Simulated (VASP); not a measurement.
# NiI2 with PBEsol + U: from relaxation to properties, part 4 of 10

What structure and properties does PBEsol + U give NiI2, and how near are they to the measured ones? The start is a cell from a database of measured crystal structures.

VASP 6.6.1, plane waves and PAW; the level of theory is named at each step.

So far, gap on the k-mesh (eV): step 2 (magnetic order: ferromagnetic) 0.723; step 3 (magnetic order: antiferromagnetic, q = (0, 0, 1/2)) 0.925.

The database entry behind the starting cell differs from later determinations by our own check (an axis about 0.9 % short against later determinations), so it need not match the best structure at ambient conditions.

**5. Magnetic order: antiferromagnetic, q = (1/2, 1/2, 0)**

Level of this step: PBEsol, DFT+U (Ni d 4 eV), spin-polarised from an antiferromagnetic start; plane waves and PAW (Ni, I) (VASP).

Next, a pattern with opposite moments, which needs a doubled cell; q is given in the reciprocal vectors of the primitive cell.

File INCAR:

```
SYSTEM = NiI2
PREC = Accurate
ENCUT = 400
EDIFF = 1E-06
NELM = 100
ISMEAR = 0
SIGMA = 0.05
LREAL = .FALSE.
ALGO = Normal
GGA = PS
NBANDS = 33
ISPIN = 2
MAGMOM = 1 -1 0 0 0 0
LDAU = .TRUE.
LDAUTYPE = 2
LDAUL = 2 -1
LDAUU = 4 0
LDAUJ = 0 0
LDAUPRINT = 1
LASPH = .TRUE.
LMAXMIX = 4
LORBIT = 11
LWAVE = .FALSE.
LCHARG = .FALSE.
KPAR = 8
ISIF = 2
```

File POSCAR:

```
NiI2
1.0
   -3.8920000000      0.0000000000      0.0000000000
    0.0000000000      6.7411417430      0.0000000000
   -1.9460000000     -1.1235236238     -6.5446666667
Ni I
2 4
Direct
    0.0000000000      0.0000000000      0.0000000000
    0.5000000000      0.5000000000      0.0000000000
    0.8750000000      0.3750000000      0.2500000000
    0.3750000000      0.8750000000      0.2500000000
    0.1250000000      0.6250000000      0.7500000000
    0.6250000000      0.1250000000      0.7500000000
```

File KPOINTS:

```
Automatic mesh
0
Gamma
6 4 6
0 0 0
```

The projector-augmented-wave data sets are Ni and I (PBE family, release 64).

Run with:

```bash
> mpirun -np 8 vasp_std
```

Output:

```text
[... set-up lines as in an earlier step ...]
 entering main loop
       N       E                     dE             d eps       ncg     rms          rms(c)
DAV:   1     0.302536608621E+03    0.30254E+03   -0.16275E+04  6212   0.108E+03
DAV:   2     0.153916891906E+02   -0.28714E+03   -0.27197E+03  6774   0.258E+02
DAV:   3    -0.139269385479E+02   -0.29319E+02   -0.28177E+02  7429   0.956E+01
DAV:   4    -0.149184462946E+02   -0.99151E+00   -0.98899E+00  7956   0.186E+01
DAV:   5    -0.149439474291E+02   -0.25501E-01   -0.25495E-01  7939   0.321E+00    0.143E+01
DAV:   6    -0.156401739364E+02   -0.69623E+00   -0.13385E+01  7222   0.778E+01    0.120E+01
DAV:   7    -0.161093689676E+02   -0.46920E+00   -0.27673E+00  7983   0.268E+01    0.563E+00
DAV:   8    -0.163720458005E+02   -0.26268E+00   -0.32266E-01  8625   0.747E+00    0.409E+00
DAV:   9    -0.163579100462E+02    0.14136E-01   -0.38260E-01  7480   0.173E+01    0.145E+00
DAV:  10    -0.163755117465E+02   -0.17602E-01   -0.12223E-01  8651   0.299E+00    0.529E-01
DAV:  11    -0.163780281702E+02   -0.25164E-02   -0.10605E-02  7454   0.183E+00    0.229E-01
DAV:  12    -0.163784342773E+02   -0.40611E-03   -0.15561E-03  7701   0.333E-01    0.163E-01
DAV:  13    -0.163784653584E+02   -0.31081E-04   -0.27407E-04  8656   0.398E-01    0.643E-02
DAV:  14    -0.163785046588E+02   -0.39300E-04   -0.22141E-04  7770   0.104E-01    0.177E-02
DAV:  15    -0.163785069243E+02   -0.22655E-05   -0.79302E-06  8288   0.229E-02    0.708E-03
DAV:  16    -0.163785082295E+02   -0.13052E-05   -0.87838E-07  4842   0.224E-02    0.493E-03
DAV:  17    -0.163785084709E+02   -0.24140E-06   -0.15761E-06  4825   0.153E-02
   1 F= -.16378508E+02 E0= -.16378508E+02  d E =-.251040E-13  mag=     0.0000
```

It took 60 s on 8 MPI ranks of Intel Xeon 6975P-C (Granite Rapids), shared host; peak memory 3.7 GiB.

Parts of OUTCAR (step 5):

```text
   k-points           NKPTS =     47   k-points in BZ     NKDIM =     47   number of bands    NBANDS=     33

   NELECT =      48.0000    total number of electrons

atom =   1  type =  1  l = 2

 onsite density matrix

spin component  1

  0.9657 -0.0000 -0.0000  0.0122  0.0000
 -0.0000  0.9773 -0.0000 -0.0000  0.0122
 -0.0000 -0.0000  0.9584  0.0000 -0.0003
  0.0122 -0.0000  0.0000  0.9772 -0.0000
  0.0000  0.0122 -0.0003 -0.0000  0.9663

spin component  2

  0.7410  0.0000  0.0000 -0.3122  0.0000
  0.0000  0.4868 -0.0022 -0.0000 -0.3143
  0.0000 -0.0022  0.9532 -0.0000 -0.0009
 -0.3122 -0.0000 -0.0000  0.4937 -0.0000
  0.0000 -0.3143 -0.0009 -0.0000  0.7403

 occupancies and eigenvectors

  o =  0.2746  v =  0.0000  0.0000  0.0000  0.0000  0.0000  0.0000  0.8289  0.0034  0.0000  0.5594      0.0000  0.0000  0.0000  0.0000  0.0000  0.0000  0.0000  0.0000  0.0000  0.0000
  o =  0.2815  v =  0.0000  0.0000  0.0000  0.0000  0.0000 -0.5620  0.0000  0.0000 -0.8271  0.0000      0.0000  0.0000  0.0000  0.0000  0.0000  0.0000  0.0000  0.0000  0.0000  0.0000
  o =  0.9523  v =  0.0000  0.0000  0.0000  0.0000  0.0000  0.0000 -0.4942 -0.4642  0.0000  0.7350      0.0000  0.0000  0.0000  0.0000  0.0000  0.0000  0.0000  0.0000  0.0000  0.0000
  o =  0.9531  v =  0.0000  0.0000  0.0000  0.0000  0.0000 -0.8271  0.0000 -0.0000  0.5620 -0.0000      0.0000  0.0000  0.0000  0.0000  0.0000  0.0000  0.0000  0.0000  0.0000  0.0000
  o =  0.9534  v =  0.0000  0.0000  0.0000  0.0000  0.0000  0.0000  0.2622 -0.8857  0.0000 -0.3831      0.0000  0.0000  0.0000  0.0000  0.0000  0.0000  0.0000  0.0000  0.0000  0.0000
  o =  0.9580  v = -0.8451  0.0000 -0.0000  0.5347  0.0000  0.0000  0.0000  0.0000  0.0000  0.0000      0.0000  0.0000  0.0000  0.0000  0.0000  0.0000  0.0000  0.0000  0.0000  0.0000
  o =  0.9581  v =  0.0000  0.3791 -0.7070 -0.0000 -0.5971  0.0000  0.0000  0.0000  0.0000  0.0000      0.0000  0.0000  0.0000  0.0000  0.0000  0.0000  0.0000  0.0000  0.0000  0.0000
  o =  0.9587  v =  0.0000 -0.3877 -0.7072 -0.0000  0.5913  0.0000  0.0000  0.0000  0.0000  0.0000      0.0000  0.0000  0.0000  0.0000  0.0000  0.0000  0.0000  0.0000  0.0000  0.0000
  o =  0.9849  v =  0.5347  0.0000 -0.0000  0.8451  0.0000  0.0000  0.0000  0.0000  0.0000  0.0000      0.0000  0.0000  0.0000  0.0000  0.0000  0.0000  0.0000  0.0000  0.0000  0.0000
  o =  0.9852  v =  0.0000 -0.8403  0.0074  0.0000 -0.5421  0.0000  0.0000  0.0000  0.0000  0.0000      0.0000  0.0000  0.0000  0.0000  0.0000  0.0000  0.0000  0.0000  0.0000  0.0000

atom =   2  type =  1  l = 2

 onsite density matrix

spin component  1

  0.7410  0.0000 -0.0000 -0.3122 -0.0000
  0.0000  0.4868 -0.0022 -0.0000 -0.3143
 -0.0000 -0.0022  0.9532 -0.0000 -0.0009
 -0.3122 -0.0000 -0.0000  0.4937 -0.0000
 -0.0000 -0.3143 -0.0009 -0.0000  0.7403

spin component  2

  0.9657 -0.0000  0.0000  0.0122 -0.0000
 -0.0000  0.9773 -0.0000  0.0000  0.0122
  0.0000 -0.0000  0.9584  0.0000 -0.0003
  0.0122  0.0000  0.0000  0.9772 -0.0000
 -0.0000  0.0122 -0.0003 -0.0000  0.9663

 occupancies and eigenvectors

  o =  0.2746  v =  0.0000 -0.8289 -0.0034  0.0000 -0.5594  0.0000  0.0000  0.0000  0.0000  0.0000      0.0000  0.0000  0.0000  0.0000  0.0000  0.0000  0.0000  0.0000  0.0000  0.0000
  o =  0.2815  v = -0.5620  0.0000 -0.0000 -0.8271 -0.0000  0.0000  0.0000  0.0000  0.0000  0.0000      0.0000  0.0000  0.0000  0.0000  0.0000  0.0000  0.0000  0.0000  0.0000  0.0000
  o =  0.9523  v =  0.0000 -0.4942 -0.4642  0.0000  0.7350  0.0000  0.0000  0.0000  0.0000  0.0000      0.0000  0.0000  0.0000  0.0000  0.0000  0.0000  0.0000  0.0000  0.0000  0.0000
  o =  0.9531  v = -0.8271  0.0000  0.0000  0.5620  0.0000  0.0000  0.0000  0.0000  0.0000  0.0000      0.0000  0.0000  0.0000  0.0000  0.0000  0.0000  0.0000  0.0000  0.0000  0.0000
  o =  0.9534  v =  0.0000 -0.2622  0.8857  0.0000  0.3831  0.0000  0.0000  0.0000  0.0000  0.0000      0.0000  0.0000  0.0000  0.0000  0.0000  0.0000  0.0000  0.0000  0.0000  0.0000
  o =  0.9580  v =  0.0000  0.0000  0.0000  0.0000  0.0000 -0.8451 -0.0000  0.0000  0.5347 -0.0000      0.0000  0.0000  0.0000  0.0000  0.0000  0.0000  0.0000  0.0000  0.0000  0.0000
  o =  0.9581  v =  0.0000  0.0000  0.0000  0.0000  0.0000  0.0000 -0.3791  0.7070 -0.0000  0.5971      0.0000  0.0000  0.0000  0.0000  0.0000  0.0000  0.0000  0.0000  0.0000  0.0000
  o =  0.9587  v =  0.0000  0.0000  0.0000  0.0000  0.0000  0.0000  0.3877  0.7072 -0.0000 -0.5913      0.0000  0.0000  0.0000  0.0000  0.0000  0.0000  0.0000  0.0000  0.0000  0.0000
  o =  0.9849  v =  0.0000  0.0000  0.0000  0.0000  0.0000  0.5347 -0.0000  0.0000  0.8451 -0.0000      0.0000  0.0000  0.0000  0.0000  0.0000  0.0000  0.0000  0.0000  0.0000  0.0000
  o =  0.9852  v =  0.0000  0.0000  0.0000  0.0000  0.0000  0.0000 -0.8403  0.0074 -0.0000 -0.5421      0.0000  0.0000  0.0000  0.0000  0.0000  0.0000  0.0000  0.0000  0.0000  0.0000

 E-fermi :   4.8550

 spin component 1
 k-point     1 :       0.0000    0.0000    0.0000
  band No.  band energies     occupation
    ...
     20       4.0456      1.00000
     21       4.2707      1.00000
     22       4.2854      1.00000
     23       4.4486      1.00000
     24       4.4523      1.00000
     25       5.9209      0.00000
     26       5.9375      0.00000
     27       8.1376      0.00000
     28       8.3957      0.00000
     29       9.3582      0.00000
    ...

 k-point     2 :       0.1667    0.0000    0.0000
  band No.  band energies     occupation
    ...
     20       3.3487      1.00000
     21       3.5415      1.00000
     22       3.9493      1.00000
     23       4.1175      1.00000
     24       4.2723      1.00000
     25       5.7194      0.00000
     26       5.8515      0.00000
     27       8.7011      0.00000
     28       9.2565      0.00000
     29      10.2891      0.00000
    ...

  Total       -1.7113461     -1.7806114     -4.0479602      0.0000000     -0.0362592      0.0000000
  in kB      -15.9681501    -16.6144479    -37.7705225      0.0000000     -0.3383253      0.0000000
  external PRESSURE =     -23.4510402 kB  Pullay stress =       0.0000000 kB

 POSITION                                       TOTAL-FORCE (eV/Angst)
 -----------------------------------------------------------------------------------
      0.00000      0.00000      0.00000        -0.000000      0.000000     -0.000000
     -1.94600      3.37057      0.00000         0.000000      0.000000     -0.000000
     -3.89200      2.24705     -1.63617        -0.000000      0.002461      0.783017
     -1.94600      5.61762     -1.63617        -0.000000      0.002461      0.783017
     -1.94600      3.37057     -4.90850         0.000000     -0.002461     -0.783017
     -3.89200      0.00000     -4.90850         0.000000     -0.002461     -0.783017
 -----------------------------------------------------------------------------------
    total drift:                               -0.000000      0.000000     -0.000000

  FREE ENERGIE OF THE ION-ELECTRON SYSTEM (eV)
  ---------------------------------------------------
  free  energy   TOTEN  =       -16.3785084709 eV

  energy  without entropy=      -16.3785084709  energy(sigma->0) =      -16.37850847

 magnetization (x)
# of ion       s       p       d       tot
------------------------------------------
    1        0.005   0.002   1.430   1.438
    2       -0.005  -0.002  -1.430  -1.438
    3       -0.003  -0.055  -0.000  -0.058
    4        0.003   0.055   0.000   0.058
    5       -0.003  -0.055  -0.000  -0.058
    6        0.003   0.055   0.000   0.058
--------------------------------------------------
tot          0.000   0.000   0.000   0.000

[... 3 parts as in an earlier step ...]

[... 13 further parts left out ...]
```

At this level the cell is under a tension of 2.3 GPa, so at these settings it is away from equilibrium.

This step gave:

```
irreducible k-points           : 47
free energy (TOTEN)            : -16.38 eV
Fermi energy                   : 4.855 eV
pressure                       : -2.345 GPa
valence top at k               : 0, 0.25, 0.5
least direct gap at k          : 0, 0.5, 0.5
gap on the k-mesh              : 0.8913 eV
least direct gap on the k-mesh : 1.015 eV
```

Spin moment in the PAW sphere by atom:

```
atom  spin moment in the PAW sphere (μB)
 Ni1                                1.44
 Ni2                               -1.44
  I3                               -0.06
  I4                                0.06
  I5                               -0.06
  I6                                0.06
```

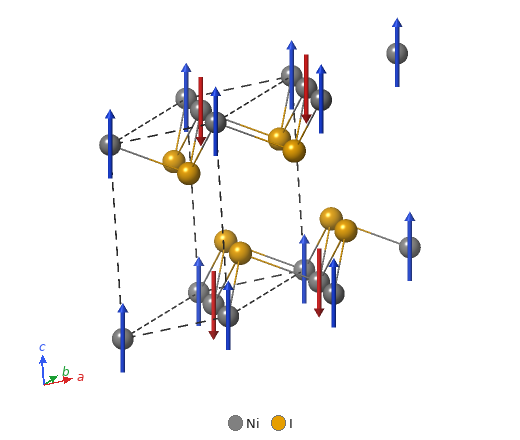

Spin moment in the PAW sphere as arrows, the longest 1.44 μB. Up and down stand for the sign. Arrows give size and sign along the axis of quantisation, drawn up and down the page. The two directions have two colours. Bonds to atoms that aren't drawn are left out. 2×1×1 cells are drawn. Some periodic images of atoms are drawn too.

Force by atom:

```
atom  x (eV/Å)  y (eV/Å)  z (eV/Å)   size
 Ni1     0.000     0.000     0.000  0.000
 Ni2     0.000     0.000     0.000  0.000
  I3     0.000     0.002     0.783  0.783
  I4     0.000     0.002     0.783  0.783
  I5     0.000    -0.002    -0.783  0.783
  I6     0.000    -0.002    -0.783  0.783
```

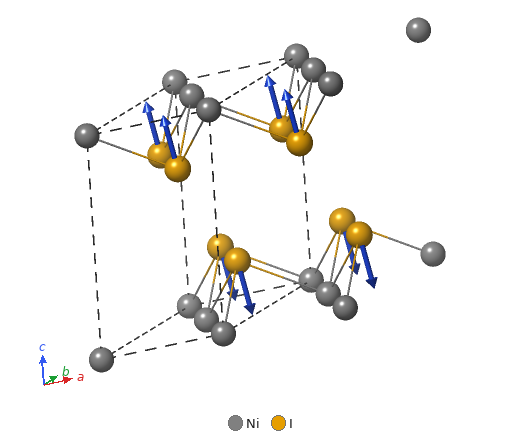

Force as arrows, the longest 0.783 eV/Å. Bonds to atoms that aren't drawn are left out. 2×1×1 cells are drawn. Some periodic images of atoms are drawn too.

The energy lies -1.0 meV an atom from the first pattern. The run ends antiferromagnetic with a largest moment of 1.44 μB, and the mesh shows a gap of 0.89 eV.

**6. The orders side by side**

This step: collinear orders at PBEsol, DFT+U (Ni d 4 eV); plane waves and PAW (VASP 6.6.1).

No new run; the numbers come from the runs before.

Patterns, by row:

```
                                 start  atoms  energy less that of the first (meV/atom)  largest site moment (μB)          end state
                         ferromagnetic      3                                         0                      1.44      ferromagnetic
    antiferromagnetic, q = (0, 0, 1/2)      6                                      -5.9                      1.43  antiferromagnetic
antiferromagnetic, q = (1/2, 1/2, 1/2)      6                                       2.9                      1.45  antiferromagnetic
  antiferromagnetic, q = (1/2, 1/2, 0)      6                                        -1                      1.44  antiferromagnetic
```

The session goes on in the lowest magnetic state found: antiferromagnetic, q = (0, 0, 1/2). The next one lies 4.9 meV an atom higher.

(Continued in part 5 of 10.)

[Lines on the potential files, build, host, timing and source positions are cut from VASP's logs without a mark.]

[Logs are printed without paths, hosts, clocks, repeated set-up lines and the standing remarks that a program may print on its own settings, such as how far it seeks lower states.]

[Hosts, paths, dates, database ids (printed as entryN), source tags and the programs' standing remarks are cut or masked in the printed files.]

[A measured line is paired with the nearest computed mode of its activity, which favours agreement.]

[In band tables of VASP the shares of atoms and orbitals are scaled to a sum of 1 inside the atoms' spheres.]
